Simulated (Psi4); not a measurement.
# SiClF2 (SMILES F[Si](F)Cl): UB3LYP/def2-TZVPP (sweep point 4)

What is the vertical ionisation energy of SiClF2 at UB3LYP/def2-TZVPP (sweep point 4)? Input form: a Python script.

Program for the calculation: Psi4 1.11.

**1. The molecule**

SiClF2: 4 atoms, total charge 0, spin state doublet. As SMILES, `F[Si](F)Cl`. The shape is that of a PBE0-D4/def2-TZVP optimisation.

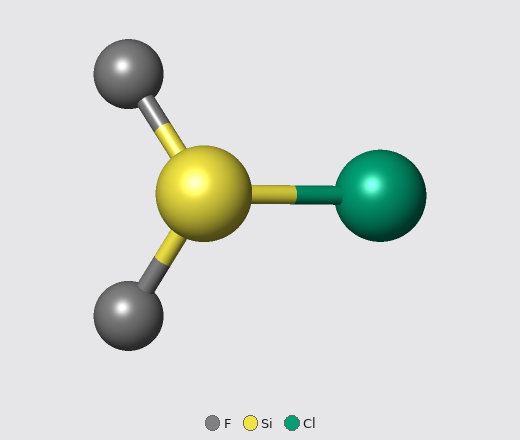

Viewed from a chosen angle; fluorine grey, silicon yellow, chlorine teal.

**2. The energy at UB3LYP/def2-TZVPP (sweep point 4)**

clf2si.py reads:

```python
import psi4

psi4.set_memory(1600000000)
psi4.set_num_threads(1)
psi4.set_output_file('run.log', False)

molecule = psi4.geometry("""
0 2
F      1.308200     0.129000     0.798000
Si     0.221200    -0.316500    -0.265700
F     -0.871800    -1.157400     0.514900
Cl    -0.657600     1.344900    -1.047300
symmetry c1
""")

options = {'reference': 'uks', 'puream': True, 'scf_type': 'pk', 'dft_radial_points': 99, 'dft_spherical_points': 590, 'maxiter': 150}
psi4.set_options(options)

e_tot, wfn = psi4.energy('b3lyp/def2-TZVPP', return_wfn=True)
print(f'total energy {e_tot:.8f} hartree = {e_tot * 27.211386:.5f} eV')
```

Run with:

```sh
$ python clf2si.py
```

run.log:

```text
[...]
  Running in c1 symmetry.
[...]
  Nuclear repulsion =  217.599299908054007
[...]
  Multiplicity = 2
[...]
  Nalpha       = 25
  Nbeta        = 24
[...]
    Number of basis functions: 146
[...]
   @UKS iter   1:  -949.53808327517856   -2.51373e-01   4.56828e-03 DIIS/ADIIS
[...]
   @UKS iter   8:  -949.65890114651791   -2.19840e-07   8.02971e-07 DIIS
[...]
   @S^2 Observed:                7.514588071E-01
[...]
    Orbital Energies [Eh]
    ---------------------
    Alpha Occupied:
       1A   -101.547902     2A    -66.229289     3A    -24.709988
       4A    -24.709964     5A     -9.481716     6A     -7.241633
       7A     -7.235813     8A     -7.235362     9A     -5.380579
      10A     -3.740304    11A     -3.738557    12A     -3.738334
      13A     -1.236798    14A     -1.218347    15A     -0.861724
      16A     -0.593950    17A     -0.530779    18A     -0.502454
      19A     -0.497518    20A     -0.468343    21A     -0.453569
      22A     -0.445408    23A     -0.369485    24A     -0.362493
      25A     -0.266036
    Alpha Virtual:
[...]
  @UKS Final Energy:  -949.65890114651791
   => Energetics <=
    Nuclear Repulsion Energy =            217.5992999080540073
    One-Electron Energy =               -1748.9126907330839913
    Two-Electron Energy =                 638.3068705734691548
    DFT Exchange-Correlation Energy =     -56.6523808949570764
    Empirical Dispersion Energy =           0.0000000000000000
    VV10 Nonlocal Energy =                  0.0000000000000000
    Total Energy =                       -949.6589011465179055
[...]
 Multipole Moments:
 ------------------------------------------------------------------------------------
     Multipole            Electronic (a.u.)      Nuclear  (a.u.)        Total (a.u.)
 ------------------------------------------------------------------------------------
 L = 1.  Multiply by 2.5417464519 to convert [e a0] to [Debye]
 Dipole X            :          0.1523254           -0.0394346            0.1128908
 Dipole Y            :         -0.3542356            0.2454116           -0.1088240
 Dipole Z            :          0.4350324           -0.8120431           -0.3770107
 Magnitude           :                                                    0.4083186
[...]
```

The script printed:

```text
total energy -949.65890115 hartree = -25841.53493 eV
```

Run time: 22 s. Hardware: 1 thread of Intel Xeon Platinum 8375C at 2.90GHz (Ice Lake), shared host; peak memory 1.2 GiB.

**3. The singlet cation, same level**

calc.py reads:

```python
import psi4

psi4.set_memory(1600000000)
psi4.set_num_threads(1)
psi4.set_output_file('output.dat', False)

molecule = psi4.geometry("""
1 1
F      1.308200     0.129000     0.798000
Si     0.221200    -0.316500    -0.265700
F     -0.871800    -1.157400     0.514900
Cl    -0.657600     1.344900    -1.047300
symmetry c1
""")

psi4.set_options({
    'basis': 'def2-TZVPP',
    'puream': True,
    'scf_type': 'pk',
    'dft_radial_points': 99,
    'dft_spherical_points': 590,
})

E, wfn = psi4.energy('b3lyp', return_wfn=True)
print('E =', round(E, 9))
```

Run with:

```sh
$ python calc.py
```

output.dat:

```text
[...]
  Running in c1 symmetry.
[...]
  Nuclear repulsion =  217.599299908054007
[...]
  Multiplicity = 1
[...]
  Nalpha       = 24
  Nbeta        = 24
[...]
    Number of basis functions: 146
[...]
   @RKS iter   1:  -949.16903038812757    1.17680e-01   4.31996e-03 ADIIS/DIIS
[...]
   @RKS iter   8:  -949.29137703790911   -1.42602e-07   6.10153e-07 DIIS
[...]
    Orbital Energies [Eh]
    ---------------------
    Doubly Occupied:
       1A   -101.819608     2A    -66.556039     3A    -24.971440
       4A    -24.971424     5A     -9.749247     6A     -7.511008
       7A     -7.502707     8A     -7.501648     9A     -5.700210
      10A     -4.062886    11A     -4.057249    12A     -4.056827
      13A     -1.486401    14A     -1.467076    15A     -1.110780
      16A     -0.841291    17A     -0.774201    18A     -0.748321
      19A     -0.741142    20A     -0.711210    21A     -0.697720
      22A     -0.689997    23A     -0.609599    24A     -0.602372
[...]
  @RKS Final Energy:  -949.29137703790911
   => Energetics <=
    Nuclear Repulsion Energy =            217.5992999080540073
    One-Electron Energy =               -1735.7257171818105235
    Two-Electron Energy =                 625.1801961805348355
    DFT Exchange-Correlation Energy =     -56.3451559446875052
    Empirical Dispersion Energy =           0.0000000000000000
    VV10 Nonlocal Energy =                  0.0000000000000000
    Total Energy =                       -949.2913770379091147
[...]
 Multipole Moments:
 ------------------------------------------------------------------------------------
     Multipole            Electronic (a.u.)      Nuclear  (a.u.)        Total (a.u.)
 ------------------------------------------------------------------------------------
 L = 1.  Multiply by 2.5417464519 to convert [e a0] to [Debye]
 Dipole X            :          0.5120849           -0.0394346            0.4726502
 Dipole Y            :         -0.8113963            0.2454116           -0.5659847
 Dipole Z            :         -0.2581544           -0.8120431           -1.0701975
 Magnitude           :                                                    1.2996382
[...]
```

The script printed:

```text
E = -949.291377038
```

Wall time 16 s (1 thread of Intel Xeon Platinum 8375C at 2.90GHz (Ice Lake), shared host); peak memory 1.2 GiB.

**4. What came out**

Level: UB3LYP/def2-TZVPP (sweep point 4).

| quantity | value |
| --- | --- |
| doublet SiClF2: total energy | -949.65890 Eh |
| doublet SiClF2: dipole moment | 1.04 D |
| doublet SiClF2: HOMO energy (highest over α and β) | -7.24 eV |
| doublet SiClF2: LUMO energy (lowest over α and β) | -3.79 eV |
| doublet SiClF2: ⟨S²⟩ | 0.751 |
| singlet cation: total energy | -949.29138 Eh |
| singlet cation: HOMO energy | -16.39 eV |
| singlet cation: LUMO energy | -12.56 eV |
| singlet cation: HOMO–LUMO gap | 3.83 eV |
| vertical ionisation energy (to the singlet cation) | 10.001 eV |

In words: The vertical ionisation energy comes to 10.00 eV (965 kJ/mol). Only the singlet of the ionised species was computed; a triplet could lie lower.
